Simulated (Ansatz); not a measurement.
Consider SnTe in the rock salt structure (space group Fm-3m, No. 225; a = 6.3697 Å). Axes: x, y, z lie along the cube axes.

Modification: the cell is stretched by 1.50 % along z with no lateral relaxation; the atoms relax in the strained cell.

Computed with r2SCAN in Ansatz (plane waves to 500 eV, PAW, no spin-orbit coupling).

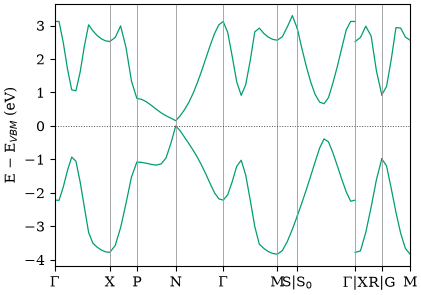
*Highest valence and lowest conduction band along the path of the changed cell's own zone*

Read the changed gap and its character from the plot.

About 0.2 eV, direct at N.

With Te present, leaving out spin-orbit coupling can change the band edges. Stability against distortions was not tested. k-point labels follow each cell's own Brillouin zone.

Ansatz is a program for electronic structure.
